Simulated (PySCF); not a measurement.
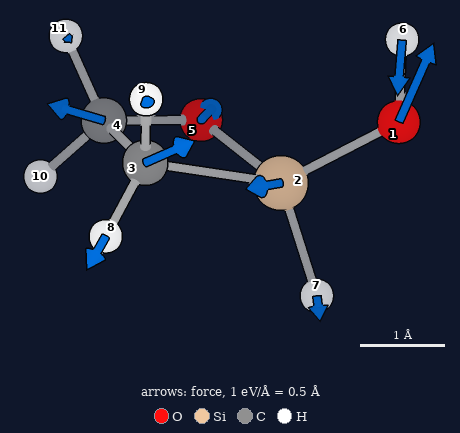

Starting geometry of C2H6O2Si with the computed forces as blue arrows. Style: ball-and-stick. Shown at a tilt.

The start comes from GFN2-xTB. Its atoms were then displaced at random by about 0.01 Å.

Theory: PBE0-D3(BJ)/def2-SVP geometry optimisation, gas phase in PySCF. 

### What follows when this structure is relaxed?

It isn't relaxed: the largest force vector, on O1, is 2.11 eV/Å. The final displacements have little in common with the starting forces (cosine between the two patterns 0.21). The energy falls by 3.29 kcal/mol in 9 geometry steps. H6 moves most after the best rigid fit: 0.19 Å. Largest moves by element: H 0.19 Å, O 0.15 Å, C 0.05 Å, Si 0.04 Å. Among the contacts that change: C3–C4 1.498 → 1.544 Å, Si2–C3 1.917 → 1.882 Å, C4–O5 1.410 → 1.440 Å, Si2–H7 1.454 → 1.483 Å. Among the angles between lasting bonds that change: O1–Si2–C3 125.2° → 120.8°, C3–Si2–O5 78.6° → 80.9°, Si2–O1–H6 119.0° → 116.8°. Cost: 52 s on 1 thread of Arm Neoverse N1, on a shared host.
